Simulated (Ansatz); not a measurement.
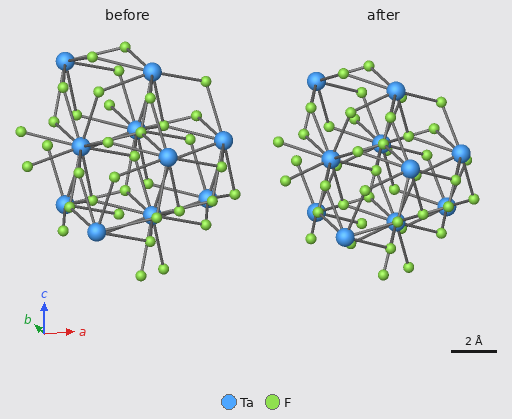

The structure of a crystal of TaF4 (a generated structure, set up in F-43m) (coarse preliminary run) before (left) and after (right) a relaxation, at one scale.

The picture is a ball-and-stick view of the atoms within 5.8 Å of the atom that moves most (axes of the conventional cell (4 times the calculation's cell)), seen slightly off an axis. Lengths and directions refer to the drawn axes.

These are results of DFT PBE, scalar-relativistic, plane waves, PAW in Ansatz 0.2.0, not measurements. Settings: plane-wave cutoff 420 eV; k-point mesh 4 × 4 × 4; occupations gaussian; smearing width 0.1 eV; no spin polarisation; cell and atoms relaxed; force threshold 0.04 eV/Å; at most 70 steps.

### Describe what moved and what it gained.

The largest moves relative to the cell, 0.24 Å, are those of F atoms. Ta stays in place. The drawn cell changes as follows: a = b = c 6.636 → 6.064 Å (−8.6 %); the volume changes by −23.7 %. Some distances before and after: F–Ta 2.809 → 2.514 Å. Bond angles that change, for instance: Ta–F–Ta 113.3° → 117.0°. The space group stays F-43m (No. 216). After 5 accepted moves (7 points after the start) the energy has fallen by 4.942 eV per cell of the calculation. The largest force component goes from 4.4 to 0.0057 eV/Å. The pressure goes from −3.73 to −0.05 GPa. At 2 points the geometry stayed and the basis and grid were re-selected for the new cell (energy shift of 18.4 meV per cell of the calculation at most each time).

Limits of the set-up: an odd number of electrons was run without spin polarisation, which fails if the electron would localise.
